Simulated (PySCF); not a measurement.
C$_{5}$H$_{13}$OPSi$_{2}$

The calculation's input:

```
{"job": {"kind": "nmr", "xc": "PBE0", "basis": "pcSseg-1"}, "charge": 0, "multiplicity": 1}
P      1.855087     0.832489    -1.946271
Si     2.300492    -0.020353     0.085099
C      1.051137     0.660018     1.372946
Si     0.093775    -1.000953     1.347066
O     -1.243003    -1.030565     0.432065
C     -2.225048    -0.076729     0.237264
C     -1.963577     1.053567    -0.709420
C     -2.911265    -0.048233    -1.090540
C      1.504051    -1.751003     0.300940
H      3.061968     0.448273    -2.502794
H      2.338218     2.094225    -1.637231
H      3.715100     0.073331     0.485814
H      0.485001     1.536627     1.068209
H      1.507789     0.891526     2.329809
H     -0.193896    -1.565794     2.665211
H     -2.804919     0.123358     1.133046
H     -2.363818     2.027938    -0.474845
H     -1.000932     1.069851    -1.199705
H     -2.575259    -0.758576    -1.828715
H     -3.970004     0.157326    -1.120043
H      1.201228    -2.256654    -0.610819
H      2.127464    -2.440282     0.860495
```

Run with:

```sh
OMP_NUM_THREADS=1 python probes_run.py task.json out
```

Geometry: GFN2-xTB.

Theory: PBE0/pcSseg-1, SCF density, gas phase, non-relativistic in PySCF 2.14.0.

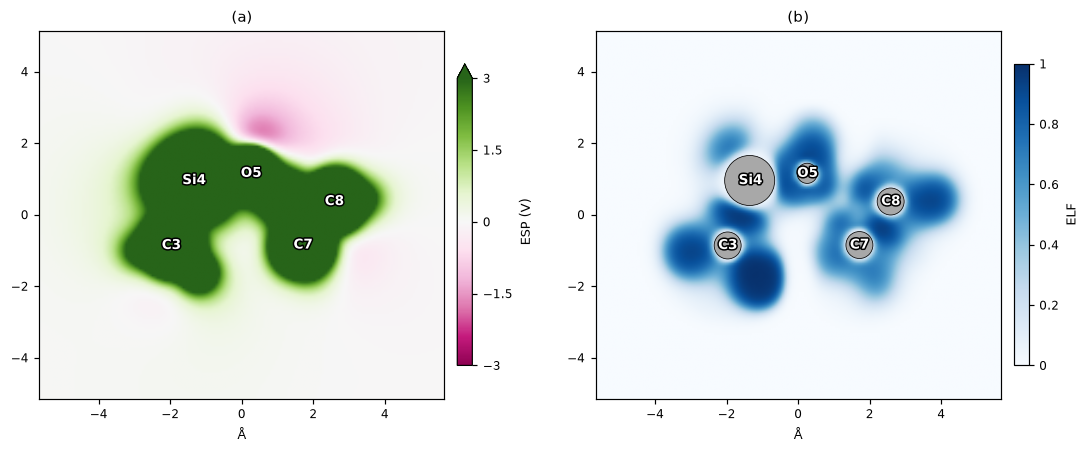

Figure 1. (a) electrostatic potential; (b) electron localisation function on the plane of atoms C3, Si4 and O5. Grey discs cover the atomic cores in the ELF map.

Read the bonding off the picture.

Atoms in the plane: C, Si and O.
C–C (1.50 Å): the ELF peaks at about 0.90 between the atoms (localised, covalent bonding).
Si–O (1.62 Å): the ELF peaks at about 0.85 between the atoms, as expected for a polar covalent bond.
C–Si (1.92 Å): the ELF peaks at about 0.95 between the atoms (a covalent bond).
The ELF also peaks beside O5, away from the bonds: lone-pair regions.
Outside the dense part of the molecule the potential is most negative (−1.7 V) near O5.

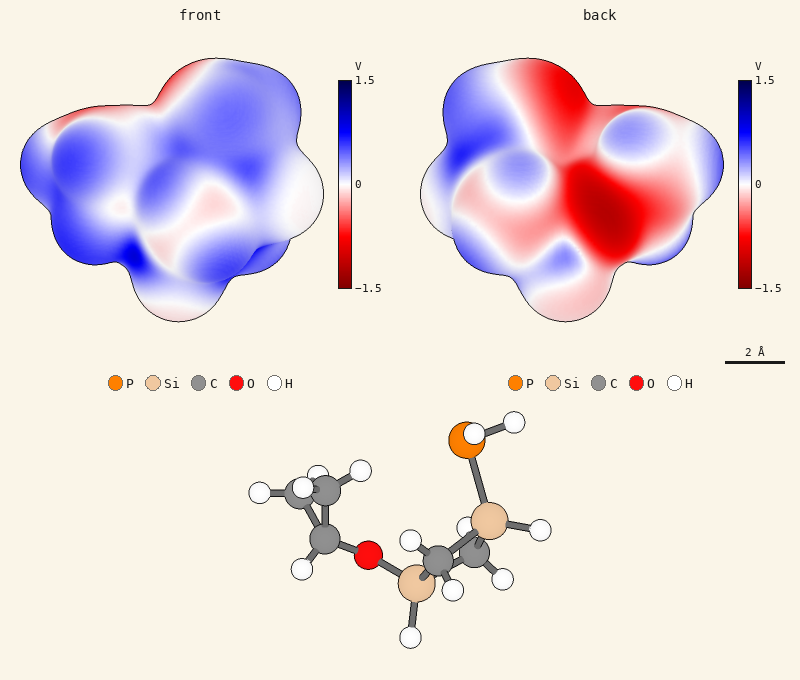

Figure 2. The molecular electrostatic potential painted on the density surface at 0.001 e/bohr³, seen from the front and from behind; the colour scale runs from red (negative) to blue (positive). The bare structure is drawn below in the same view.

Where is the surface potential most negative and most positive?

The most negative region (about −1.2 V) lies over O5, the most positive (about +0.8 V) over Si2 and Si4. O5 is the likeliest acceptor of a hydrogen bond.
